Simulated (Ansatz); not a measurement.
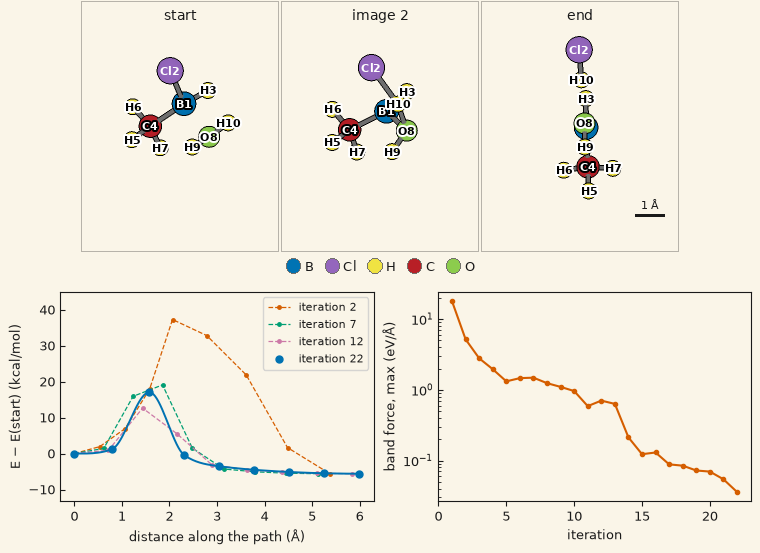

A search for the minimum-energy path of CH6BClO by the nudged elastic band. Images are numbered from 0 (start) to 8 (end). The plot follows the band through its iterations. A ball-and-stick model, seen from a free direction.

All numbers below come from RKS B3LYP-D4/6-31G* (Ansatz). Settings: 7 movable images; climbing image; force threshold 0.05 eV/Å; iteration limit 60; starting path through a guess of the saddle point.

### How did the profile develop, and is the result final?

The result is final at these settings. The band converged in 22 iterations. The largest component of the band force went from 18 to 0.036 eV/Å. The climbing image converged on the top of the path. Its vibrational analysis gives one imaginary mode (1023i cm⁻¹), as a transition state must have. The first iteration put the highest image at 103.5 kcal/mol. Forward barrier 17.1 kcal/mol, backward barrier 22.7 kcal/mol, with image 2 at the top; the reaction energy is −5.6 kcal/mol.

Cost: 5.3 min on 1 thread of Intel(R) Xeon(R) 6975P-C (Granite Rapids), with other jobs on the host, peak memory 0.19 GiB.
